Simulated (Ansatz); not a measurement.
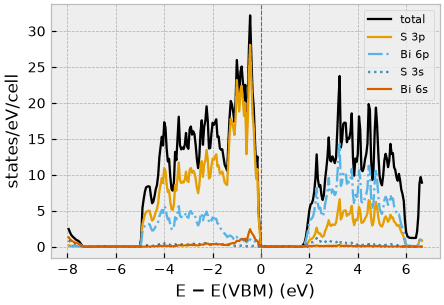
Total and projected density of states of Bi$_{2}$S$_{3}$ in space group Pnma (No. 62; Pearson symbol oP20), DFT-r²SCAN+D4 in the program Ansatz with PAW potentials

**Question.** Which orbitals carry the states next to the gap?

**Answer.** Top 1 eV of the valence band: S 3p 88 %, Bi 6s 6 %. Bottom 1 eV of the conduction band: Bi 6p 64 %, S 3p 20 %, S 3s 9 %, outside the projected shells 5 %. Projections are on Löwdin-orthogonalised atomic valence shells; empty p or d shells of many metals are not among them.

**Question.** Where is the tallest occupied peak in this window, and what makes it?

**Answer.** Near -0.5 eV, about 32 states/eV per cell; the largest projected share is S 3p.

Symmetry was held in the r²SCAN+D4 relaxation. Scalar-relativistic: spin–orbit coupling is off unless named, which matters more the heavier the elements.

Potentials: the later of the program's two PAW sets.
